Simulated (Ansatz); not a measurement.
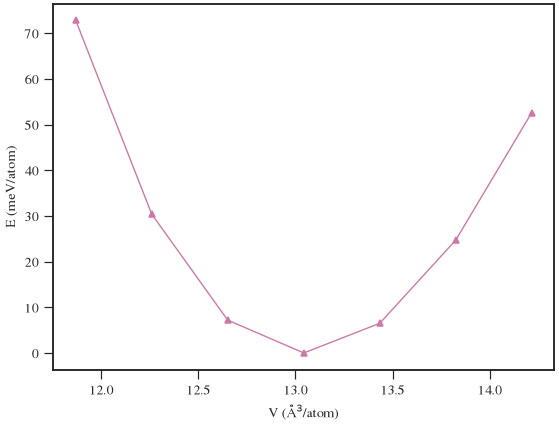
Figure: BaIrO3 (cubic perovskite, Pm-3m) under volume change, DFT-r²SCAN in the program Ansatz with PAW potentials, scaled uniformly.

Q: What does a third-order Birch–Murnaghan fit give for V₀, B₀ and B′?

A: V₀ = 13.04 Å³/atom, B₀ = 186 GPa, B′ = 4.6.

The workflow started from an entry of the Crystallography Open Database (COD). Its standing as an ambient phase is unchecked. Symmetry was held in the r²SCAN relaxation; of distortions, only those at the zone centre were tested. The run is not spin-polarised. Spin–orbit coupling is left out wherever it is not named.

Potentials: the later of the program's two PAW sets.
